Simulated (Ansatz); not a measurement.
## Geometry relaxation, with input and output: SiNH₂F₃

SiNH₂F₃, computed with RKS BLYP-D4/def2-SVP (Ansatz 0.2.0).

The input holds or restrains some coordinates. It belongs to a series of runs on one base structure; here: pulled along the bonds that form and break, towards end A.

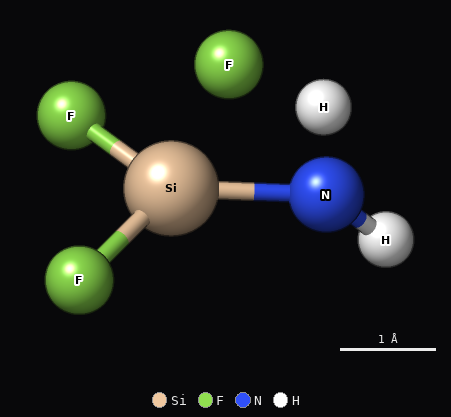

*The starting structure (ball-and-stick view, seen at a tilt).*

## Input
```yaml
crystal:
  periodic: [false, false, false]
  atoms:
    - { symbol: Si, position_ang: [-0.6285, -0.0386, 0.1345] }
    - { symbol: F, position_ang: [0.9502, 0.5608, 1.203] }
    - { symbol: "N", position_ang: [0.6309, -0.2465, -0.8918] }
    - { symbol: H, position_ang: [1.3701, 0.2292, 0.1207] }
    - { symbol: F, position_ang: [-1.6929, 1.1284, 0.2248] }
    - { symbol: F, position_ang: [-1.3174, -1.1173, 1.0646] }
    - { symbol: H, position_ang: [0.6877, -0.516, -1.8558] }
basis:
  gaussian: { orbitals: def2-SVP }
hamiltonian:
  xc: blyp
  dispersion: d4
relax:
  f_tol: 0.15
  max_steps: 25
  restrain:
    - { distance: [3, 1], at: 2.18, k: 30.0 }
    - { distance: [0, 1], at: 1.68, k: 30.0 }
    - { distance: [3, 2], at: 1.02, k: 30.0 }
output:
  orbitals: {}
```

Run on 2 threads of Arm Neoverse V1, 24 GiB of memory available, shared host.

Run as:
```bash
ansatz run input.yaml --threads 2 --pin off --max-ram 3072MiB --backend cpu --events-out ev --progress --plain --runs-dir out
```

## Log
```
The last accepted step is kept in [file] (removed where the run ends without a failure and the disk answers)
Engine: ansatz 0.2.0, aarch64-unknown-linux-gnu
Functional definition: BLYP
  parameter beta = 0.0042
  parameter a = 0.04918
  parameter b = 0.132
  parameter c = 0.2533
  parameter d = 0.349
  exchange = b88_x(beta = beta)
  correlation = lyp_c(a = a, b = b, c = c, d = d)
928 factors; their error is unknown
mean field evaluation 1: about -17529.5655 eV, gradient 8.3e1 eV
mean field evaluation 2: about -17481.4014 eV, gradient 1.5e2 eV
mean field evaluation 4: about -17541.9133 eV, gradient 1.7e1 eV
mean field evaluation 8: about -17542.3524 eV, gradient 4.5e-2 eV
mean field evaluation 16: about -17542.2828 eV, gradient 5.5e-5 eV
mean field -17542.28279162 eV, -644.6670020057 hartree, gradient 5.5e-5 eV, S^2 0.000000; 0 other end points of the search recorded, 0 dependent functions left out
the calculation of the forces begins
reference -17542.28305852 eV, -644.6670118141 hartree; 25, 25 occupied and 59, 59 virtual orbitals, 928 factors
relax step   1: F+E_penalty+E_count = -17542.57058861 eV  Δ(F+E_penalty+E_count) = +0.000e0 eV  max|allowed force component| = 2.998e0 eV/Å  E_restraint = 17.25526881 eV  max|allowed force component, restraints' pulls added| = 3.486e1 eV/Å  Δτ_max = 0.0000 Å  (27 SCF iters, accepted)
  distance H 3 - F 1 = 1.2073 Å
  distance Si 0 - F 1 = 1.9983 Å
  distance H 3 - N 2 = 1.3408 Å
these checks for a lower state are left out or cut short: starts, cluster_reference, orbital_swaps, neighbouring_geometries, increment
928 factors; their error is unknown
mean field -17543.33012952 eV, -644.7054909636 hartree, gradient 1.0e-5 eV, S^2 0.000000; 0 other end points of the search recorded, 0 dependent functions left out
the calculation of the forces begins
reference -17543.33039221 eV, -644.7055006173 hartree; 25, 25 occupied and 59, 59 virtual orbitals, 928 factors
relax step   2: F+E_penalty+E_count = -17543.61345764 eV  Δ(F+E_penalty+E_count) = -1.043e0 eV  max|allowed force component| = 3.293e0 eV/Å  E_restraint = 6.87146053 eV  max|allowed force component, restraints' pulls added| = 2.260e1 eV/Å  Δτ_max = 0.1951 Å  (35 SCF iters, accepted)
  distance H 3 - F 1 = 1.5497 Å
  distance Si 0 - F 1 = 1.8764 Å
  distance H 3 - N 2 = 1.1691 Å
these checks for a lower state are left out or cut short: starts, cluster_reference, orbital_swaps, neighbouring_geometries, increment
928 factors; their error is unknown
mean field evaluation 32: about -17544.4177 eV, gradient 2.5e-5 eV
mean field -17544.41773988 eV, -644.7454599071 hartree, gradient 2.5e-5 eV, S^2 0.000000; 0 other end points of the search recorded, 0 dependent functions left out
the calculation of the forces begins
reference -17544.41800268 eV, -644.7454695647 hartree; 25, 25 occupied and 59, 59 virtual orbitals, 928 factors
relax step   3: F+E_penalty+E_count = -17544.70201182 eV  Δ(F+E_penalty+E_count) = -1.089e0 eV  max|allowed force component| = 3.096e0 eV/Å  E_restraint = 1.39658023 eV  max|allowed force component, restraints' pulls added| = 9.274e0 eV/Å  Δτ_max = 0.1989 Å  (34 SCF iters, accepted)
  distance H 3 - F 1 = 1.8835 Å
  distance Si 0 - F 1 = 1.7510 Å
  distance H 3 - N 2 = 1.0312 Å
these checks for a lower state are left out or cut short: starts, cluster_reference, orbital_swaps, neighbouring_geometries, increment
928 factors; their error is unknown
mean field -17544.85835037 eV, -644.7616520440 hartree, gradient 1.9e-5 eV, S^2 0.000000; 0 other end points of the search recorded, 0 dependent functions left out
the calculation of the forces begins
reference -17544.85860968 eV, -644.7616615735 hartree; 25, 25 occupied and 59, 59 virtual orbitals, 928 factors
relax step   4: F+E_penalty+E_count = -17545.14547831 eV  Δ(F+E_penalty+E_count) = -4.435e-1 eV  max|allowed force component| = 1.676e0 eV/Å  E_restraint = 0.11588810 eV  max|allowed force component, restraints' pulls added| = 3.753e0 eV/Å  Δτ_max = 0.1994 Å  (32 SCF iters, accepted)
  distance H 3 - F 1 = 2.0946 Å
  distance Si 0 - F 1 = 1.6901 Å
  distance H 3 - N 2 = 1.0381 Å
these checks for a lower state are left out or cut short: starts, cluster_reference, orbital_swaps, neighbouring_geometries, increment
928 factors; their error is unknown
mean field -17545.08505665 eV, -644.7699833460 hartree, gradient 2.5e-5 eV, S^2 0.000000; 0 other end points of the search recorded, 0 dependent functions left out
the calculation of the forces begins
reference -17545.08531805 eV, -644.7699929525 hartree; 25, 25 occupied and 59, 59 virtual orbitals, 928 factors
relax step   5: F+E_penalty+E_count = -17545.37349299 eV  Δ(F+E_penalty+E_count) = -2.280e-1 eV  max|allowed force component| = 1.159e0 eV/Å  E_restraint = 0.03511877 eV  max|allowed force component, restraints' pulls added| = 8.928e-1 eV/Å  Δτ_max = 0.1847 Å  (27 SCF iters, accepted)
  distance H 3 - F 1 = 2.2096 Å
  distance Si 0 - F 1 = 1.6418 Å
  distance H 3 - N 2 = 1.0184 Å
these checks for a lower state are left out or cut short: starts, cluster_reference, orbital_swaps, neighbouring_geometries, increment
928 factors; their error is unknown
mean field -17545.08706918 eV, -644.7700573053 hartree, gradient 1.8e-5 eV, S^2 0.000000; 0 other end points of the search recorded, 0 dependent functions left out
the calculation of the forces begins
reference -17545.08733120 eV, -644.7700669343 hartree; 25, 25 occupied and 59, 59 virtual orbitals, 928 factors
relax step   6: F+E_penalty+E_count = -17545.37514736 eV  Δ(F+E_penalty+E_count) = -1.654e-3 eV  max|allowed force component| = 8.625e-1 eV/Å  E_restraint = 0.02368818 eV  max|allowed force component, restraints' pulls added| = 2.175e-1 eV/Å  Δτ_max = 0.0151 Å  (27 SCF iters, accepted)
  distance H 3 - F 1 = 2.2073 Å
  distance Si 0 - F 1 = 1.6511 Å
  distance H 3 - N 2 = 1.0217 Å
these checks for a lower state are left out or cut short: starts, cluster_reference, orbital_swaps, neighbouring_geometries, increment
928 factors; their error is unknown
mean field -17545.08870893 eV, -644.7701175651 hartree, gradient 1.7e-5 eV, S^2 0.000000; 0 other end points of the search recorded, 0 dependent functions left out
the calculation of the forces begins
reference -17545.08897104 eV, -644.7701271972 hartree; 25, 25 occupied and 59, 59 virtual orbitals, 928 factors
relax step   7: F+E_penalty+E_count = -17545.37653692 eV  Δ(F+E_penalty+E_count) = -1.390e-3 eV  max|allowed force component| = 9.148e-1 eV/Å  E_restraint = 0.02280954 eV  max|allowed force component, restraints' pulls added| = 1.379e-1 eV/Å  Δτ_max = 0.0177 Å  (27 SCF iters, accepted)
  distance H 3 - F 1 = 2.2065 Å
  distance Si 0 - F 1 = 1.6515 Å
  distance H 3 - N 2 = 1.0229 Å
928 factors; their error is unknown
mean field evaluation 64: about -17533.8394 eV, gradient 8.1e1 eV
```

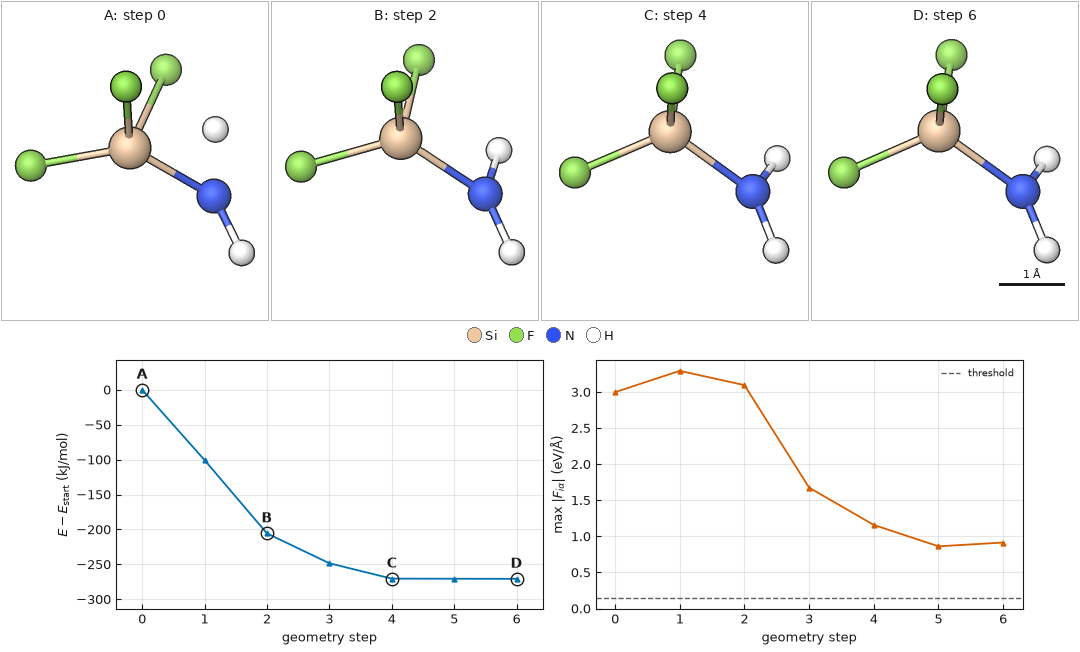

*Frames of the restrained relaxation (ball-and-stick view, seen at a tilt) above the curves, on which the letters mark them (the first geometry is step 0 here and step 1 in the log).*

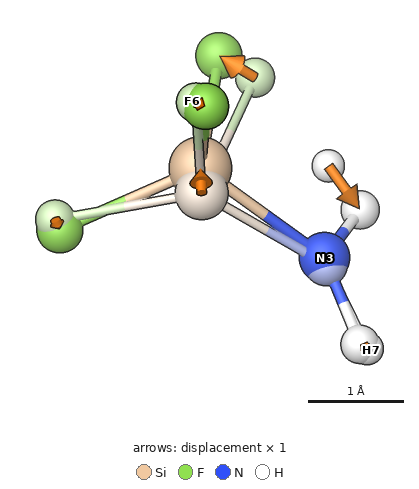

*Start (faint) and end (solid) with the displacements as orange arrows, at true length (ball-and-stick view, seen at a tilt). The two geometries are laid on each other by the best rigid fit.*

Over 6 geometry steps the energy falls by 270.7 kJ/mol. The largest force component goes from 3 to 0.91 eV/Å. The atom that moves furthest after the best rigid fit is H4 (0.57 Å). Largest moves by element: H 0.57 Å, F 0.48 Å, Si 0.32 Å, N 0.08 Å. Among the contacts that change: Si1–F2 1.998 → 1.652 Å, N3–H4 1.341 → 1.023 Å, Si1–N3 1.638 → 1.682 Å, Si1–F5 1.582 → 1.619 Å. New bonds form: N3–H4 (1.34 → 1.02 Å). Among the angles that change: F2–Si1–N3 76.4° → 96.3°, N3–Si1–F5 130.3° → 117.8°, N3–Si1–F6 128.1° → 117.6°. (Atoms are counted from 1 in the order of the input.)

```
mean field -17545.08870893 eV, -644.7701175651 hartree, gradient 1.7e-5 eV, S^2 0.000000; 1 other end points of the search recorded, 0 dependent functions left out
the calculation of the forces begins
reference -17545.08897104 eV, -644.7701271972 hartree; 25, 25 occupied and 59, 59 virtual orbitals, 928 factors
Total energy: -17545.37679903 eV, -644.7807046806 hartree
Atom 0 at    -0.481597     0.065516     0.396352 Å, force     0.622951     0.307510     0.606432 eV/Å
Atom 1 at     0.596957     0.636731     1.509026 Å, force    -0.914805    -0.107824     0.048898 eV/Å
Atom 2 at     0.644505    -0.235326    -0.816797 Å, force    -0.080090    -0.008789     0.102745 eV/Å
Atom 3 at     1.530459     0.073680    -0.409360 Å, force     0.359032    -0.171939    -0.654153 eV/Å
Atom 4 at    -1.630975     1.166620     0.102952 Å, force     0.003724     0.001437     0.004635 eV/Å
Atom 5 at    -1.279735    -1.200689     1.010677 Å, force    -0.004309    -0.001359    -0.015494 eV/Å
Atom 6 at     0.620486    -0.506532    -1.792849 Å, force     0.013495    -0.019036    -0.093064 eV/Å
Dipole moment:     0.297304    -0.091451    -0.472710 e Å
```

## Trajectory as extended XYZ (Å, eV, eV/Å), 7 frames, from step=1 to step=7
```
7
Properties=species:S:1:pos:R:3:forces:R:3 step=1 energy=-17542.57059
Si   -0.6285   -0.0386    0.1345    2.9979   0.6379   0.8798
F     0.9502    0.5608    1.2030   -1.3951  -0.0184   0.4064
N     0.6309   -0.2465   -0.8918    0.1933   0.2168   0.5551
H     1.3701    0.2292    0.1207   -0.8446  -0.6179  -1.4382
F    -1.6929    1.1284    0.2248   -0.7597   1.2064  -0.3034
F    -1.3174   -1.1173    1.0646   -0.4159  -1.2483   0.6168
H     0.6877   -0.5160   -1.8558    0.2240  -0.1766  -0.7164
7
Properties=species:S:1:pos:R:3:forces:R:3 step=2 energy=-17543.61346
Si   -0.5623   -0.0068    0.1964    2.1040   1.3734   3.2934
F     0.8223    0.5846    1.3162   -2.3125  -0.4883  -0.6319
N     0.6580   -0.2372   -0.8772    0.8794   0.3606   0.6189
H     1.3930    0.1663   -0.0625   -0.7883  -1.0321  -2.6614
F    -1.6866    1.1325    0.2187   -0.2980   0.6459  -0.6036
F    -1.3114   -1.1238    1.0627   -0.1570  -0.9467  -0.0089
H     0.6872   -0.5156   -1.8544    0.5725   0.0873  -0.0066
7
Properties=species:S:1:pos:R:3:forces:R:3 step=3 energy=-17544.70201
Si   -0.5082    0.0295    0.2777    1.1686   1.1989   3.0955
F     0.6962    0.6031    1.4119   -1.9639  -0.5124  -0.8668
N     0.6813   -0.2284   -0.8637   -0.9300  -0.2668  -0.4410
H     1.4369    0.1062   -0.2470    0.9279  -0.2675  -1.2384
F    -1.6875    1.1361    0.2095    0.1750   0.2461  -0.6152
F    -1.3130   -1.1342    1.0585    0.1496  -0.5838  -0.3089
H     0.6944   -0.5123   -1.8468    0.4729   0.1854   0.3748
7
Properties=species:S:1:pos:R:3:forces:R:3 step=4 energy=-17545.14548
Si   -0.4759    0.0871    0.3866    0.0905   0.5757   1.2124
F     0.6652    0.7216    1.4599   -1.6758  -0.5856  -0.2148
N     0.6274   -0.1914   -0.8236    0.5336  -0.0225  -0.0649
H     1.5068   -0.0769   -0.2840    0.1564  -0.2213  -1.3372
F    -1.6799    1.1480    0.0972    0.3691  -0.2613   0.1821
F    -1.2340   -1.2401    0.9710    0.2560   0.5822   0.0818
H     0.5905   -0.4483   -1.8071    0.2702  -0.0672   0.1406
7
Properties=species:S:1:pos:R:3:forces:R:3 step=5 energy=-17545.37349
Si   -0.4687    0.0576    0.3821   -0.1624   0.3112   1.1587
F     0.5765    0.6394    1.5067   -0.6152  -0.0554   0.1856
N     0.6486   -0.2289   -0.8186   -0.0053  -0.1977  -0.3240
H     1.5304    0.0637   -0.4015    0.5752  -0.1239  -0.6454
F    -1.6185    1.1623    0.1030   -0.0345  -0.0096  -0.0946
F    -1.2763   -1.1983    1.0234    0.1265   0.0953  -0.1878
H     0.6080   -0.4958   -1.7952    0.1157  -0.0199  -0.0926
7
Properties=species:S:1:pos:R:3:forces:R:3 step=6 energy=-17545.37515
Si   -0.4769    0.0637    0.3914    0.4190   0.4695   0.8038
F     0.5908    0.6434    1.5095   -0.8625  -0.1312   0.0342
N     0.6445   -0.2301   -0.8175   -0.0296  -0.1184  -0.2225
H     1.5311    0.0587   -0.3999    0.4319  -0.1557  -0.6758
F    -1.6301    1.1630    0.1026    0.0075  -0.0107  -0.0252
F    -1.2725   -1.1987    1.0117   -0.0348  -0.0804  -0.0019
H     0.6132   -0.5000   -1.7979    0.0685   0.0269   0.0874
7
Properties=species:S:1:pos:R:3:forces:R:3 step=7 energy=-17545.37654
Si   -0.4816    0.0655    0.3964    0.6230   0.3075   0.6064
F     0.5970    0.6367    1.5090   -0.9148  -0.1078   0.0489
N     0.6445   -0.2353   -0.8168   -0.0801  -0.0088   0.1027
H     1.5305    0.0737   -0.4094    0.3590  -0.1719  -0.6542
F    -1.6310    1.1666    0.1030    0.0037   0.0014   0.0046
F    -1.2797   -1.2007    1.0107   -0.0043  -0.0014  -0.0155
H     0.6205   -0.5065   -1.7928    0.0135  -0.0190  -0.0931
```

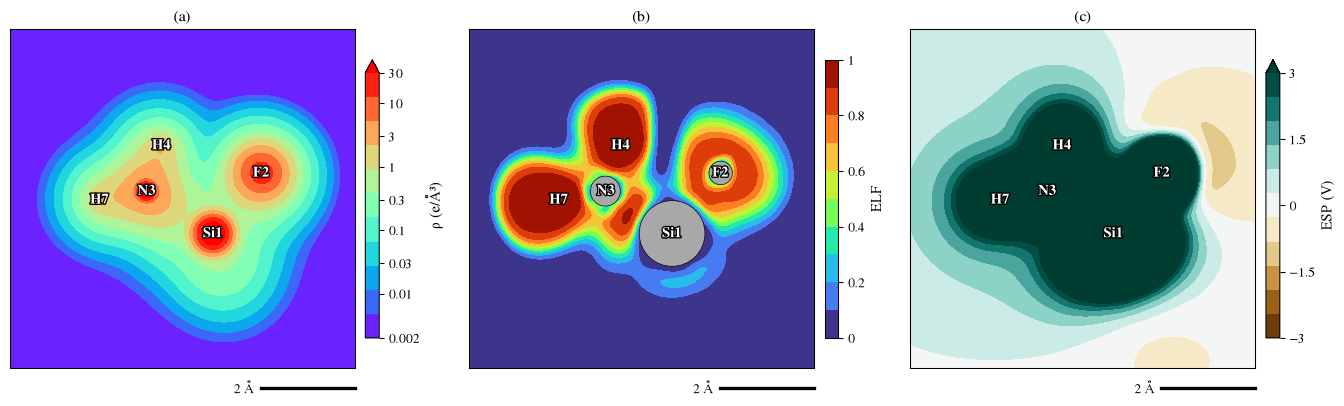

*(a) electron density; (b) ELF; (c) electrostatic potential on the plane of atoms F2, Si1 and N3. Grey discs, where drawn, cover atomic cores.*

The section cuts through Si, F, N and H sites.

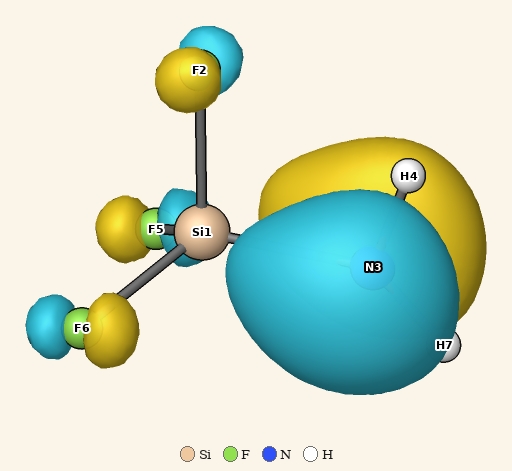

*One frontier orbital at ±0.15 Å⁻³ᐟ² (yellow and cyan are the two phases), seen at a tilt.*

The HOMO, at −6.58 eV.

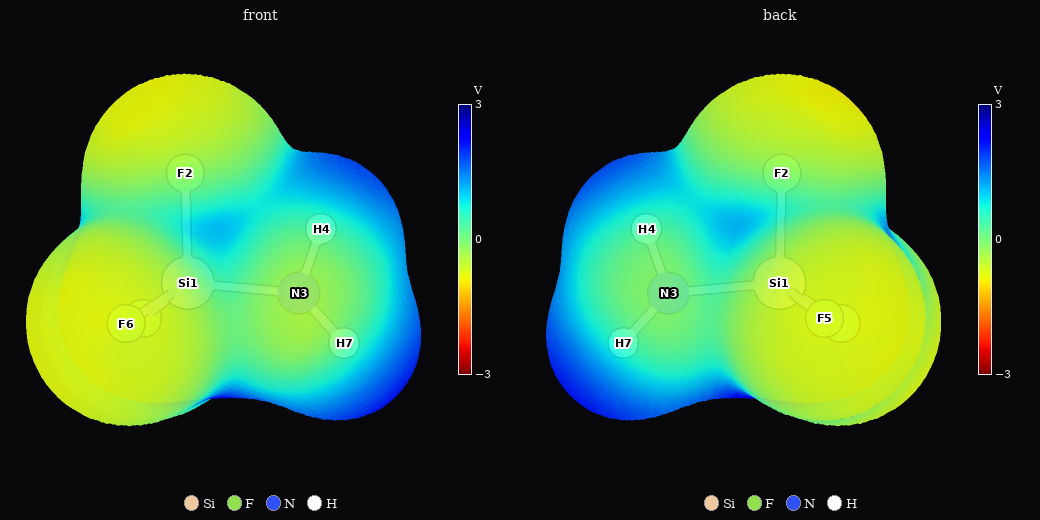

*The molecular electrostatic potential painted on the density surface at 0.002 e/bohr³, seen face on and from behind; the colour scale runs from red (negative) to blue (positive).*

## Summary

- outcome: converged under the restraints of the input
- total energy: −17545.3768 eV
- mean-field energy: −17545.0890 eV
- largest force (length of the vector) at the end, held atoms and coordinates included: 0.922 eV/Å
- wall time: 10 s (CPU time 19 s)
- peak memory: 0.094 GiB
